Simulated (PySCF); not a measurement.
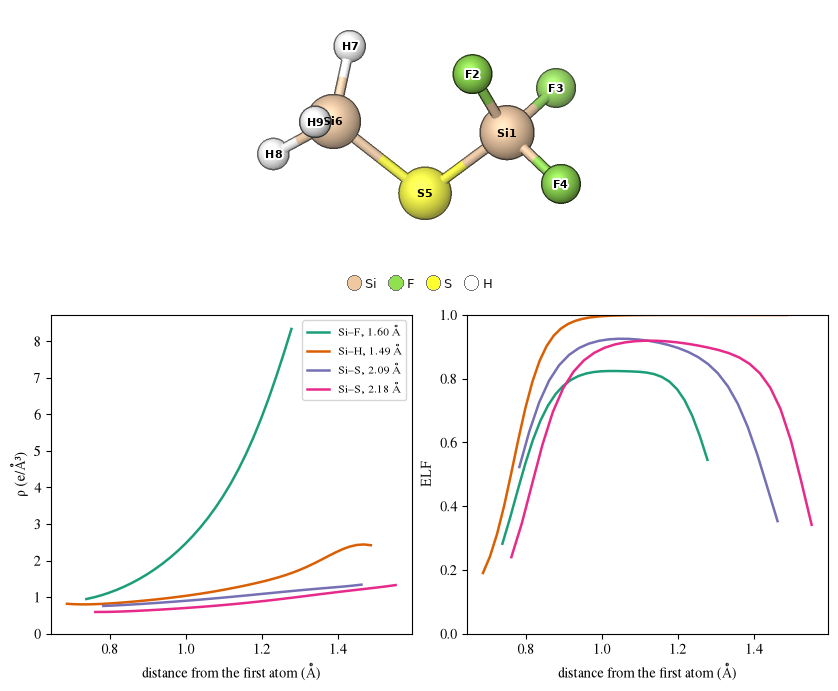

F$_{3}$H$_{3}$SSi$_{2}$ ((F)3Si-S-SiH3). Total electron density and electron localisation function along straight lines between neighbouring atoms. The curves leave out the atomic cores. The structure is drawn too.

Geometry: PBE0-D3(BJ)/def2-SVP.

Level of theory: PBE0/pcSseg-1, SCF density, gas phase, non-relativistic (PySCF 2.14.0).

The calculation's input:

```
{"job": {"kind": "nmr", "xc": "PBE0", "basis": "pcSseg-1"}, "charge": 0, "multiplicity": 1}
Si     1.126112    -1.039303     0.494379
F      1.141846     0.311903     1.361518
F      2.466549    -1.038970    -0.376496
F      1.228209    -2.280666     1.494629
S     -0.609467    -1.145196    -0.663346
Si    -1.192109     0.951824    -0.576940
H     -0.062594     1.823005    -1.001232
H     -2.315282     1.034570    -1.548731
H     -1.650513     1.313384     0.790558
```

Run with:

```sh
OMP_NUM_THREADS=1 python probes_run.py task.json out
```

What can be read from the curves?

Answer. Si–F (1.60 Å): the density is about 1.1 e/Å³ at the midpoint; the ELF peaks at about 0.80 in the valence shell of F, 0.6 Å from its nucleus, and is about 0.55 at the midpoint.
Si–H (1.49 Å): ρ at the midpoint is about 0.8 e/Å³; the ELF climbs to about 1 towards the hydrogen, as it does in any bond to H.
Si–S (2.09 Å): the density is about 0.94 e/Å³ at the midpoint; the ELF peaks at about 0.90 between the atoms, as expected for a shared electron pair.
Si–S (2.18 Å): the density is about 0.77 e/Å³ at the midpoint; the ELF peaks at about 0.90 between the atoms, as expected for localised, covalent bonding.
